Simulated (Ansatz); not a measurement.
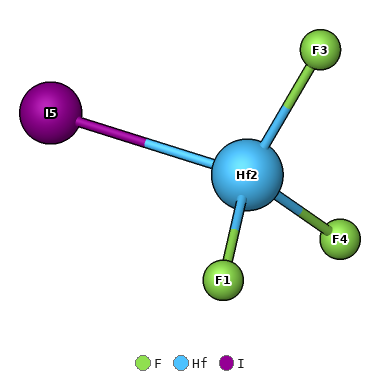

The system is F3HfI, SMILES [F][Hf]([F])([F])[I]; the picture shows the reference structure. 
- Coordinates scanned: (1) bond length Hf2–F3; (2) bond length Hf2–F4.
- Nothing is relaxed (all other coordinates rigid).
- The grid has 9 × 9 points.
- Energies: kJ/mol, counted from the lowest grid point.
- Computed with RKS CAM-B3LYP-D4/def2-SVP in Ansatz 0.2.0.

Its coordinates:

| atom | x (Å) | y (Å) | z (Å) |
| --- | --- | --- | --- |
| F | -0.7565 | -0.2901 | 1.7668 |
| Hf | 0.0046 | -0.1595 | 0.0356 |
| F | 1.7516 | -0.8938 | 0.0800 |
| F | -1.0510 | -1.1688 | -1.1728 |
| I | 0.1013 | 2.4386 | -0.7510 |

Range: bond length Hf2–F3 from 1.668 to 2.370 Å; bond length Hf2–F4 from 1.592 to 2.464 Å.

> What landscape does the calculation give?

The lowest grid point is at bond length Hf2–F3 = 1.931 Å, bond length Hf2–F4 = 1.919 Å. It is the only kind of minimum in the scanned range. The highest grid point, bond length Hf2–F3 = 2.370 Å, bond length Hf2–F4 = 2.464 Å, lies 392 kJ/mol above the lowest. Round the minimum the contours are nearly round: the two directions are equally stiff and uncoupled.

```
bond length Hf2–F4 ↓, bond length Hf2–F3 →  1.668  1.756  1.844  1.931  2.019  2.107  2.194  2.282  2.370
                                     2.464    306    237    211    212    233    265    304    347    392
                                     2.355    254    185    158    159    179    210    249    292    337
                                     2.246    204    134    106    107    126    157    195    237    282
                                     2.137    159     88     59     59     77    108    145    187    231
                                     2.028    124     51     22     20     38     68    104    146    189
                                     1.919    107     33      2      0     17     46     82    122    165
                                     1.810    122     47     14     11     27     55     90    129    171
                                     1.701    190    113     79     74     88    115    149    188    229
                                     1.592    342    263    227    221    234    260    293    331    371
```

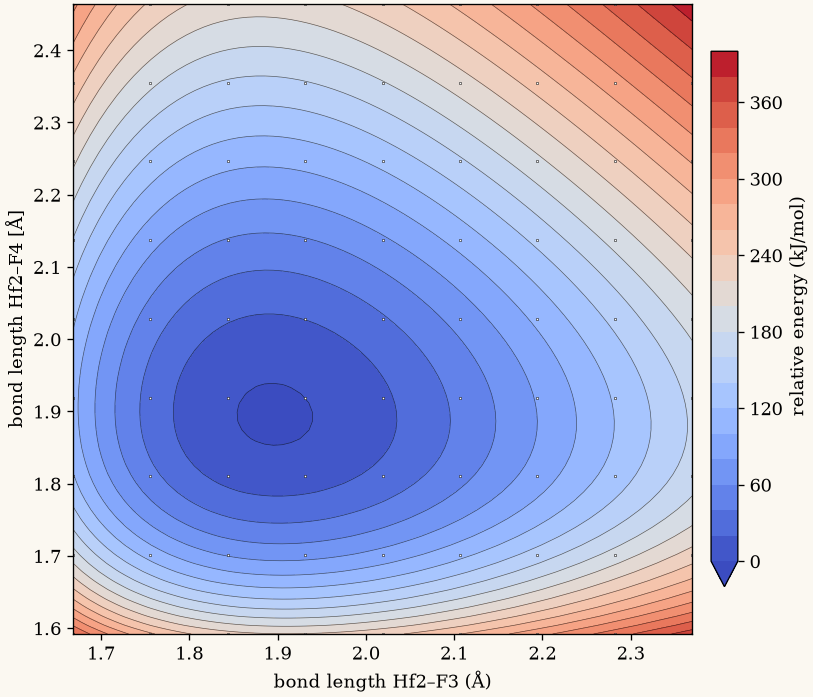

The picture shows filled contours, dots at the grid points. Between grid points the surface is interpolated.

Each point was launched as `ansatz run input.yaml --threads 1 --pin off --max-ram 2560MiB --backend cpu --events-out ev --progress --plain --runs-dir out`. Time for the 81 points that were run: 10 min on 1 thread of Arm Neoverse V2, on a shared host.
